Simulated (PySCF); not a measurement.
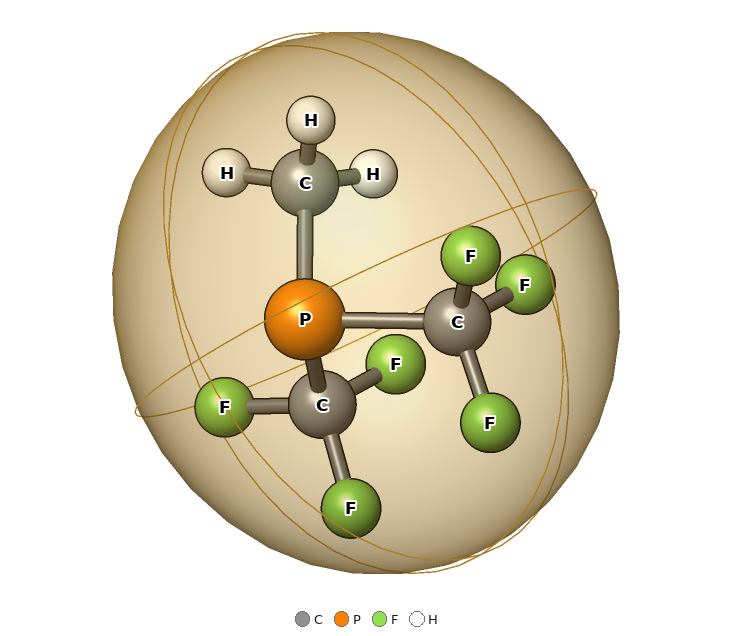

The ellipsoid shows the static dipole polarisability: its half-axes are proportional to the principal values. The geometry was computed by an optimisation with GFN2-xTB. No frequency run is at hand to confirm it as a minimum. Computed with PBE0/def2-SVPD (PySCF 2.14.0).

How large and how anisotropic is the polarisability?

Answer. Principal values 60.1, 70.1, 70.6 bohr³; mean 66.9 bohr³ (9.92 Å³); anisotropy 10.3 bohr³, so the longest axis is 1.18 times the shortest.

The geometry is semi-empirical. Around P such bond lengths and angles can be off by a tenth of an ångström or more and by several degrees, and values that hang on the shape move with them.
